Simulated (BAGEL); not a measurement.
**AlSiH5SO (SMILES O[SiH]([AlH2])S): HF/STO-3G (density fitting with qzvpp-jkfit)**

What is the vertical singlet–triplet gap of AlSiH5SO at HF/STO-3G (density fitting with qzvpp-jkfit)? 

The calculation is run with BAGEL 1.2.2.

2 further runs of the same task are left out: 2 that didn't finish.

### 1 Starting point

AlSiH5SO: 9 atoms, total charge 0, spin state singlet. As SMILES, `O[SiH]([AlH2])S`. The coordinates come from a PBE0-D4/def2-TZVP relaxation. This is one conformer, not always the lowest.

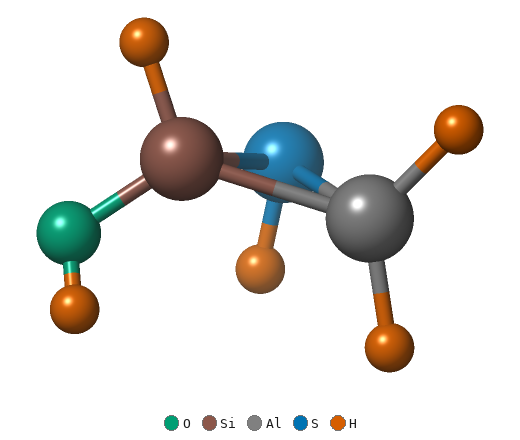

Viewed from a chosen angle; oxygen teal, silicon brown, aluminium grey, sulfur blue, hydrogen orange.

### 2 The energy at HF/STO-3G (density fitting with qzvpp-jkfit)

Contents of calc.json:

```json
{ "bagel" : [

{
  "title" : "molecule",
  "basis" : "sto-3g",
  "df_basis" : "qzvpp-jkfit",
  "angstrom" : true,
  "geometry" : [
    { "atom" : "O", "xyz" : [      -1.475600,      -1.269400,       1.021900 ] },
    { "atom" : "Si", "xyz" : [      -1.055800,      -0.073100,      -0.030800 ] },
    { "atom" : "Al", "xyz" : [       0.910000,       1.301600,      -0.062400 ] },
    { "atom" : "S", "xyz" : [       0.680600,      -0.789900,      -1.400300 ] },
    { "atom" : "H", "xyz" : [      -1.019800,      -1.266100,       1.865700 ] },
    { "atom" : "H", "xyz" : [      -2.149400,      -0.036300,      -1.034900 ] },
    { "atom" : "H", "xyz" : [       0.913000,       2.556400,      -1.026800 ] },
    { "atom" : "H", "xyz" : [       1.991000,       0.986700,       1.057000 ] },
    { "atom" : "H", "xyz" : [       1.294300,      -1.456200,      -0.406600 ] }
  ]
},

{ "title" : "hf" },

{ "title" : "print", "file" : "orbitals.molden", "orbitals" : true }

]}
```

On the command line:

```console
$ BAGEL_NUM_THREADS=1 BAGEL calc.json > calc.out
```

Log:

```text
* using 1 threads per process

  ===============================================================
  ===============================================================

  *** Geometry ***

  { "atom" : "O", "xyz" : [     -2.788480,     -2.398818,      1.931111 ] },
  { "atom" : "Si", "xyz" : [     -1.995173,     -0.138139,     -0.058204 ] },
  { "atom" : "Al", "xyz" : [      1.719651,      2.459668,     -0.117919 ] },
  { "atom" : "S", "xyz" : [      1.286148,     -1.492695,     -2.646183 ] },
  { "atom" : "H", "xyz" : [     -1.927143,     -2.392582,      3.525662 ] },
  { "atom" : "H", "xyz" : [     -4.061777,     -0.068597,     -1.955678 ] },
  { "atom" : "H", "xyz" : [      1.725320,      4.830896,     -1.940371 ] },
  { "atom" : "H", "xyz" : [      3.762445,      1.864593,      1.997441 ] },
  { "atom" : "H", "xyz" : [      2.445873,     -2.751819,     -0.768363 ] },

  Number of auxiliary basis functions:      551

  Since a DF basis is specified, we compute 2- and 3-index integrals:
    o Being stored without compression. Storage requirement is 0.006 GB

  Number of basis functions:       37
  Number of electrons      :       56

    * METHOD: MOLECULE                             0.26

  *** RHF ***

  === Nuclear Repulsion ===
   264.4731937594

      * DIIS with orbital gradients will be used.

  === RHF iteration (sto-3g) ===
      0       -994.45258275          0.01312195           0.05
      1       -994.54237576          0.00370985           0.04
      2       -994.54915209          0.00077893           0.04
      3       -994.54970643          0.00010930           0.04
      4       -994.54971911          0.00003803           0.04
      5       -994.54972101          0.00001050           0.04
      6       -994.54972118          0.00000246           0.04
      7       -994.54972119          0.00000062           0.04
      8       -994.54972119          0.00000016           0.04
      9       -994.54972119          0.00000005           0.04
     10       -994.54972119          0.00000001           0.04
     11       -994.54972119          0.00000000           0.05
    * SCF iteration converged.

    * Permanent dipole moment:
           (   -0.116998,    -0.385524,    -0.719733) a.u.

    * METHOD: HF                                   0.68

    * METHOD: PRINT                                0.00

  ===============================================================
```

Run time: 1.1 s. Hardware: 1 thread of Arm Neoverse V1, shared host; peak memory 0.084 GiB.

### 3 The triplet at the same level

Contents of input.json:

```json
{ "bagel": [

{
  "title": "molecule",
  "basis": "sto-3g",
  "df_basis": "qzvpp-jkfit",
  "angstrom": true,
  "geometry": [
    { "atom": "O", "xyz": [      -1.475600,      -1.269400,       1.021900 ] },
    { "atom": "Si", "xyz": [      -1.055800,      -0.073100,      -0.030800 ] },
    { "atom": "Al", "xyz": [       0.910000,       1.301600,      -0.062400 ] },
    { "atom": "S", "xyz": [       0.680600,      -0.789900,      -1.400300 ] },
    { "atom": "H", "xyz": [      -1.019800,      -1.266100,       1.865700 ] },
    { "atom": "H", "xyz": [      -2.149400,      -0.036300,      -1.034900 ] },
    { "atom": "H", "xyz": [       0.913000,       2.556400,      -1.026800 ] },
    { "atom": "H", "xyz": [       1.991000,       0.986700,       1.057000 ] },
    { "atom": "H", "xyz": [       1.294300,      -1.456200,      -0.406600 ] }
  ]
},

{
  "title": "uhf",
  "charge": 0,
  "nopen": 2
},

{
  "title": "print",
  "file": "orbitals.molden",
  "orbitals": true
}

]}
```

On the command line:

```console
$ BAGEL_NUM_THREADS=1 BAGEL input.json > input.out
```

Log:

```text
* using 1 threads per process

  ===============================================================
  ===============================================================

  *** Geometry ***

  { "atom" : "O", "xyz" : [     -2.788480,     -2.398818,      1.931111 ] },
  { "atom" : "Si", "xyz" : [     -1.995173,     -0.138139,     -0.058204 ] },
  { "atom" : "Al", "xyz" : [      1.719651,      2.459668,     -0.117919 ] },
  { "atom" : "S", "xyz" : [      1.286148,     -1.492695,     -2.646183 ] },
  { "atom" : "H", "xyz" : [     -1.927143,     -2.392582,      3.525662 ] },
  { "atom" : "H", "xyz" : [     -4.061777,     -0.068597,     -1.955678 ] },
  { "atom" : "H", "xyz" : [      1.725320,      4.830896,     -1.940371 ] },
  { "atom" : "H", "xyz" : [      3.762445,      1.864593,      1.997441 ] },
  { "atom" : "H", "xyz" : [      2.445873,     -2.751819,     -0.768363 ] },

  Number of auxiliary basis functions:      551

  Since a DF basis is specified, we compute 2- and 3-index integrals:
    o Being stored without compression. Storage requirement is 0.006 GB

  Number of basis functions:       37
  Number of electrons      :       56

    * METHOD: MOLECULE                             0.25

  *** Open-shell HF ***

  === Nuclear Repulsion ===
   264.4731937594

      * DIIS with orbital gradients will be used.

  === UHF iteration (sto-3g) ===
      0       -994.18067755          0.02506812           0.09
      1       -994.29195368          0.00918060           0.09
      2       -994.31315454          0.00360467           0.09
      3       -994.31879222          0.00154842           0.09
      4       -994.32433557          0.00085768           0.09
      5       -994.32703001          0.00073041           0.09
      6       -994.32946728          0.00060896           0.09
      7       -994.33235743          0.00043374           0.09
      8       -994.33400668          0.00027171           0.09
      9       -994.33403571          0.00022884           0.09
     10       -994.33424553          0.00017237           0.09
     11       -994.33426745          0.00003501           0.09
     12       -994.33427304          0.00002584           0.09
     13       -994.33427467          0.00001192           0.09
     14       -994.33427511          0.00000557           0.09
     15       -994.33427516          0.00000259           0.09
     16       -994.33427518          0.00000118           0.09
     17       -994.33427518          0.00000082           0.09
     18       -994.33427518          0.00000041           0.09
     19       -994.33427518          0.00000007           0.09
     20       -994.33427518          0.00000002           0.09
     21       -994.33427518          0.00000001           0.09
     22       -994.33427518          0.00000000           0.09
    * SCF iteration converged.

    * S^2 (UHF) is 2.0150

    * Permanent dipole moment:
           (   -0.817359,    -0.412687,    -0.413248) a.u.

    * METHOD: UHF                                  2.17

    * METHOD: PRINT                                0.00

  ===============================================================
```

It took 2.6 s on 1 thread of Arm Neoverse V1, shared host; peak memory 0.084 GiB.

### 4 Outcome

Level: HF/STO-3G (density fitting with qzvpp-jkfit).

```
                                        quantity          value
                           singlet: total energy  -994.54972 Eh
                          singlet: dipole moment         2.10 D
                            singlet: HOMO energy       -5.77 eV
                            singlet: LUMO energy        8.96 eV
                          singlet: HOMO–LUMO gap       14.73 eV
                           triplet: total energy  -994.33428 Eh
                          triplet: dipole moment         2.55 D
                                   triplet: ⟨S²⟩          2.015
vertical energy of the triplet above the singlet       5.863 eV
```

In words: At this shape the triplet lies 5.86 eV (566 kJ/mol) above the singlet. In a minimal basis such a difference can be off by several eV, whatever the method.
